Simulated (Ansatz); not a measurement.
**H4O3Si···H2O: density, localisation and related maps**

The calculation's input:

```
crystal:
  periodic: [false, false, false]
  atoms:
    - {symbol: Si, position_ang: [0.083463, -0.546677, -0.993364]}
    - {symbol: O, position_ang: [0.381552, 1.406148, 1.835775]}
    - {symbol: O, position_ang: [-1.242385, -0.768478, -1.921743]}
    - {symbol: O, position_ang: [-0.186806, -1.031157, 0.574471]}
    - {symbol: O, position_ang: [0.522276, 1.006423, -0.889948]}
    - {symbol: H, position_ang: [1.168710, 1.456062, 2.382208]}
    - {symbol: H, position_ang: [1.114750, -1.398406, -1.612206]}
    - {symbol: H, position_ang: [0.137958, 0.468286, 1.796872]}
    - {symbol: H, position_ang: [-1.925779, -0.097098, -1.876877]}
    - {symbol: H, position_ang: [-0.613232, -1.880759, 0.696416]}
    - {symbol: H, position_ang: [0.559592, 1.385757, 0.008297]}
basis:
  gaussian: {orbitals: def2-TZVPP}
hamiltonian: {xc: pbe0, dispersion: d4}
output: {orbitals: {seedname: orbitals}}
```

Launched as:

```sh
ansatz run in.yaml --threads 8 --pin off --events-out ev --progress --plain --max-ram 19148MiB
```

The product side of a reaction path; geometry: PBE0-D4/def2-TZVP.

The calculation used RKS PBE0-D4/def2-TZVPP (Ansatz).

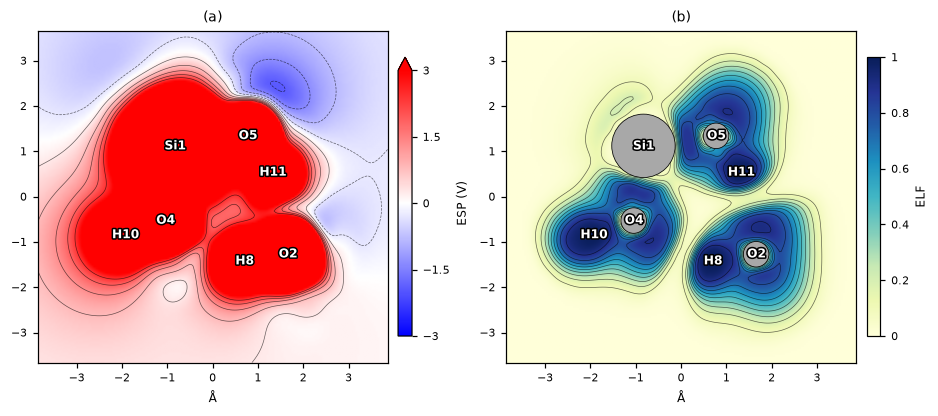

Figure 1. (a) molecular electrostatic potential; (b) ELF on the plane of atoms O4, Si1 and O5. Grey discs cover the atomic cores in the ELF map.

> Interpret the plot.

- Atoms in the plane: Si, O and H.
- O2···H11 (1.84 Å): the ELF dips to about 0.15 between them (by its geometry a hydrogen bond between the two molecules, with no shared pair).
- Si–O (1.62 Å): the ELF peaks at about 0.85 between the atoms (a polar covalent bond).
- O–H (0.96 Å): the ELF climbs to about 1 towards the hydrogen, as it does in any bond to H: a covalent bond by its length.
- Si–O (1.66 Å): the ELF peaks at about 0.90 between the atoms, as expected for a polar covalent bond.
- The ELF also peaks beside O4 and O5, away from the bonds: lone-pair regions.
- Outside the dense part of the complex the potential is most negative (−1.9 V) near O5.

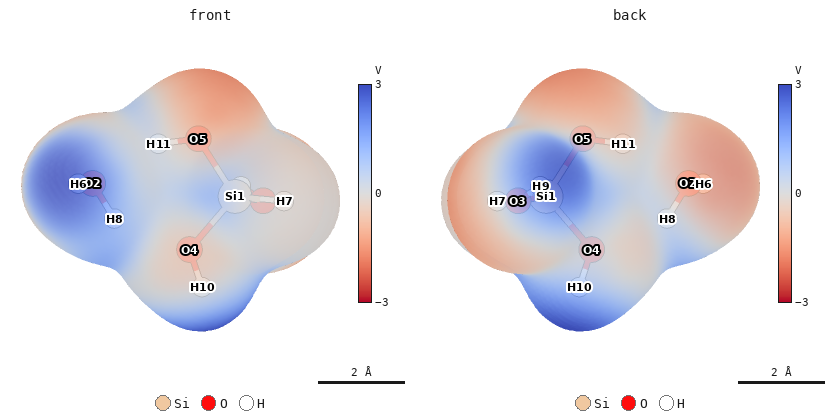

Figure 2. The electrostatic potential painted on the density surface at 0.002 e/bohr³, seen from the front and from behind; red is negative and blue positive.

> Where is the surface potential most negative and most positive?

The most negative region (about −1.6 V, or −37 kcal/mol for a unit charge) lies over O5, the most positive (about +2.9 V, or +67 kcal/mol for a unit charge) over H10. O5 is the likeliest acceptor of a hydrogen bond.

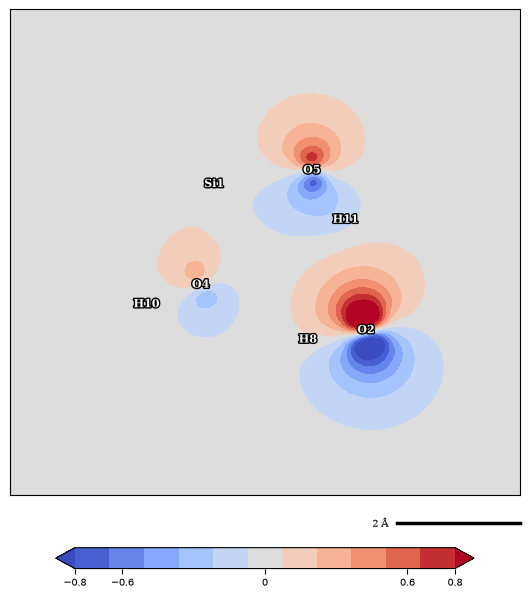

Figure 3. The HOMO−1 on the plane of atoms Si1, O5 and H11 (values in Å⁻³ᐟ²; the overall sign is arbitrary).

> What is the character of this orbital?

By Hirshfeld shares it lies mainly on O2 (about 70 %) and O5 (about 10 %); largely a lone pair of O2. Its energy is −9.28 eV.
